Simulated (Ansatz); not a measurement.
The calculation's input:

```
crystal:
  periodic: [false, false, false]
  atoms:
    - { symbol: Si, position_ang: [-0.19158, -0.068024, 0.079315] }
    - { symbol: H, position_ang: [-0.293937, -0.009212, 1.542766] }
    - { symbol: O, position_ang: [1.421922, -0.149151, -0.32547] }
    - { symbol: H, position_ang: [1.622151, -0.848132, -0.958558] }
    - { symbol: O, position_ang: [-0.964627, 1.183257, -0.656671] }
    - { symbol: H, position_ang: [-1.635031, 0.907638, -1.289356] }
    - { symbol: O, position_ang: [-0.887858, -1.472629, -0.487469] }
    - { symbol: H, position_ang: [-1.218765, -2.09057, 0.170553] }
    - { symbol: O, position_ang: [1.384225, 1.903303, 1.467927] }
    - { symbol: H, position_ang: [1.982883, 1.44966, 0.857445] }
    - { symbol: H, position_ang: [1.072317, 1.164062, 2.034019] }
basis:
  gaussian: { orbitals: def2-SVP }
hamiltonian:
  xc: pbe0
relax:
  f_tol: 0.03
  max_steps: 50
output:
  orbitals: {}
```

Launched as:

```sh
ansatz run input.yaml --threads 2 --pin off --max-ram 3072MiB --backend cpu --events-out ev --progress --plain --runs-dir out
```

The fields are those of the run's last geometry, not of the input's.

Computed with RKS PBE0/def2-SVP in Ansatz 0.2.0.

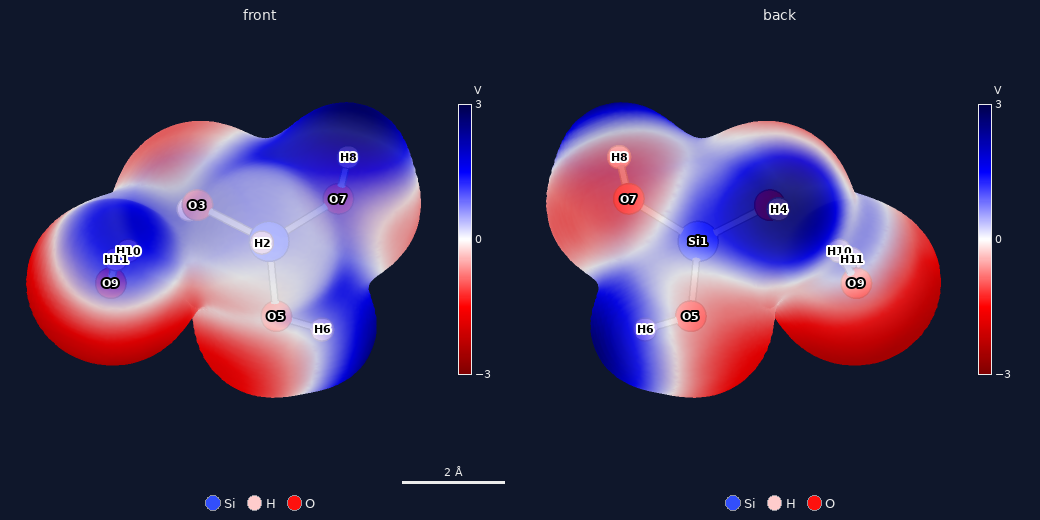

H$_{4}$O$_{3}$Si···H$_{2}$O. The molecular electrostatic potential painted on the density surface at 0.002 e/bohr³, seen from the front and from behind; the colour scale runs from red (negative) to blue (positive).

Describe the electrostatic potential map.

Answer. The most negative region (about −2.3 V, or −53 kcal/mol for a unit charge) lies over O9, the most positive (about +2.8 V, or +65 kcal/mol for a unit charge) over H8. O9 is the likeliest acceptor of a hydrogen bond.
